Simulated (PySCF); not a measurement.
# C₅H₁₁ClOSi₂ (SMILES C=C/C(=C/[SiH2]OC)[SiH2]Cl): what the fields show

Input file:

```
{"job": {"kind": "nmr", "xc": "PBE0", "basis": "pcSseg-1"}, "charge": 0, "multiplicity": 1}
C     -3.665903    -0.627150    -0.564884
C     -2.392236    -0.701498    -0.933392
C     -1.283176     0.036655    -0.341764
C     -0.030587    -0.365160    -0.614056
Si     1.562951     0.336371     0.067846
O      2.615289    -0.731702    -0.555871
C      3.996103    -0.775038    -0.387379
Si    -1.644304     1.509963     0.787908
Cl    -1.922132     0.840707     2.669862
H     -3.999882     0.018438     0.229782
H     -4.423663    -1.229817    -1.036841
H     -2.115005    -1.395303    -1.720132
H      0.087373    -1.220919    -1.274015
H      1.630085     0.344294     1.535304
H      1.854544     1.695846    -0.413245
H      4.378486    -1.640141    -0.930763
H      4.256956    -0.871342     0.669295
H      4.464229     0.131769    -0.778354
H     -2.854865     2.217545     0.369647
H     -0.519413     2.437162     0.808316
```

Command:

```sh
OMP_NUM_THREADS=1 python probes_run.py task.json out
```

Geometry: GFN2-xTB.

Computed with PBE0/pcSseg-1, SCF density, gas phase, non-relativistic in PySCF 2.14.0.

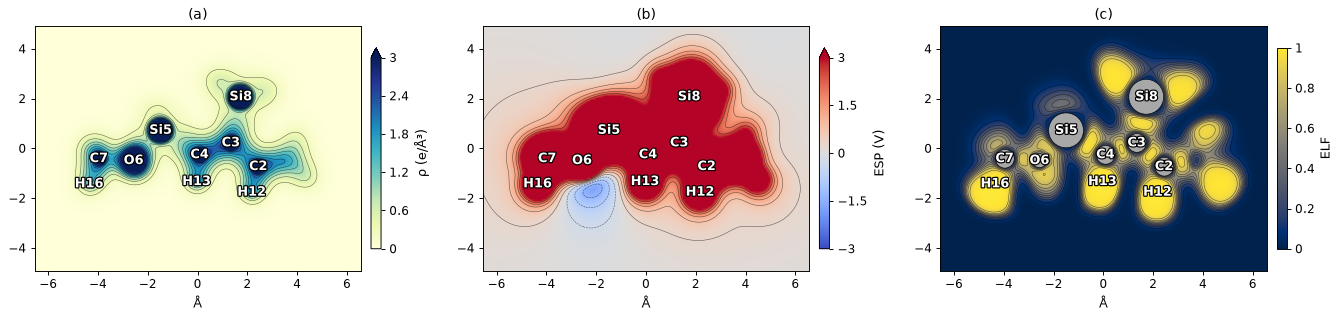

Figure 1. (a) total electron density; (b) molecular electrostatic potential; (c) electron localisation function on the plane of atoms Si5, C4 and H13. Grey discs cover the atomic cores in the ELF map.

What does the map show?

Atoms in the plane: C, Si, O and H.
C–C (1.34 Å): ρ at the midpoint is about 2.2 e/Å³; the ELF peaks at about 0.95 between the atoms: a multiple bond.
C–O (1.39 Å): ρ is about 2.1 e/Å³ halfway, with its minimum of 1.8 e/Å³ about 0.5 Å from C; the ELF peaks at about 0.85 between the atoms: a shared but strongly polarised pair.
Si–O (1.62 Å): ρ is about 1.2 e/Å³ halfway; the ELF peaks at about 0.85 between the atoms; a short, strongly polar bond.
C–Si (1.87 Å): ρ at the midpoint is about 0.97 e/Å³; the ELF peaks at about 1 between the atoms: localised, covalent bonding.
C–H (1.08 Å): ρ is about 2 e/Å³ halfway; the ELF climbs to about 1 towards the hydrogen, as it does in any bond to H (a covalent bond by its length).
The ELF also peaks beside O6, away from the bonds: lone-pair regions.
Outside the dense part of the molecule the potential is most negative (−1.7 V) near O6.

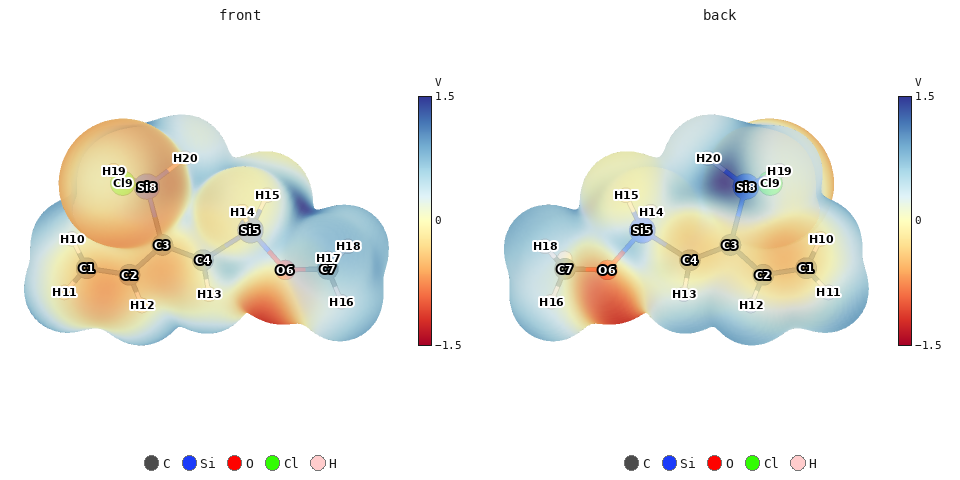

Figure 2. The electrostatic potential painted on the density surface at 0.002 e/bohr³, seen from the front and from behind; the colour scale runs from red (negative) to blue (positive).

Describe the electrostatic potential map.

The most negative region (about −1.1 V) lies over O6, the most positive (about +1.4 V) over Si5 and Si8. O6 is the likeliest acceptor of a hydrogen bond.

How polar is the molecule by this calculation?

Its dipole moment is 1.66 D.
